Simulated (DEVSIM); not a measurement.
Structure: abrupt Si n-p junction, at 300 K.

```tsv
layer (left to right)	material	thickness (μm)	Nd (cm⁻³)	Na (cm⁻³)	τn (s)	τp (s)
1	Si	2.90	4.3e18	-	0.00028	0.00028
2	Si	27.0	-	1.5e17	0.00028	0.00028
```

Left contact: ohmic. Right contact: ohmic. Voltage is applied to the left contact. Recombination: SRH at mid-gap. Mobility is μmin + (μ − μmin)/(1 + (N/Nref)^α).

This is a model device: material constants are rounded textbook-type values typed into the input, and sizes, dopings and lifetimes were drawn at random. Values at 300 K.

```csv
parameter,Si
gap (eV),1.124
affinity (eV),4.05
permittivity,11.7
Nc (cm⁻³),2.86e19
Nv (cm⁻³),3.1e19
μn (cm²/Vs),1417
μp (cm²/Vs),470
"μn,min",52
"μp,min",45
"Nref,n",9.7e16
"Nref,p",2.2e17
αn,0.68
αp,0.72
```

Model (solved in DEVSIM): 1D drift-diffusion, Boltzmann statistics, complete ionisation; no tunnelling, impact ionisation, image-force lowering or self-heating.

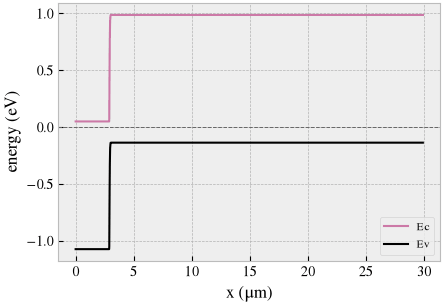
Figure. Band edges at zero bias

Energies count from the Fermi level of the right contact; mesh points crowd at the junctions.

```
x (μm)   Ec (eV)  Ev (eV)  n (cm⁻³)  p (cm⁻³)  field (V/cm)
-------  -------  -------  --------  --------  ------------
0.000      0.049   -1.075    4.3e18     < 1e2           ≈ 0
0.03705    0.049   -1.075    4.3e18     < 1e2           ≈ 0
0.1242     0.049   -1.075    4.3e18     < 1e2           ≈ 0
0.3496     0.049   -1.075    4.3e18     < 1e2           ≈ 0
1.222      0.049   -1.075    4.3e18     < 1e2           ≈ 0
2.179      0.049   -1.075    4.3e18     < 1e2           ≈ 0
2.628      0.049   -1.075    4.3e18     < 1e2           ≈ 0
2.836      0.049   -1.075    4.3e18     < 1e2           ≈ 0
2.888      0.049   -1.075    4.3e18     < 1e2           920
2.915      0.382   -0.742    1.1e13     1.1e7        160000
2.972      0.940   -0.184      4700    2.5e16         34000
3.202      0.986   -0.138       770    1.5e17           ≈ 0
3.709      0.986   -0.138       770    1.5e17           ≈ 0
4.917      0.986   -0.138       770    1.5e17           ≈ 0
9.808      0.986   -0.138       770    1.5e17           ≈ 0
19.33      0.986   -0.138       770    1.5e17           ≈ 0
25.60      0.986   -0.138       770    1.5e17           ≈ 0
28.23      0.986   -0.138       770    1.5e17           ≈ 0
29.43      0.986   -0.138       770    1.5e17           ≈ 0
29.72      0.986   -0.138       770    1.5e17           ≈ 0
29.84      0.986   -0.138       770    1.5e17           ≈ 0
29.90      0.986   -0.138       770    1.5e17           ≈ 0
```
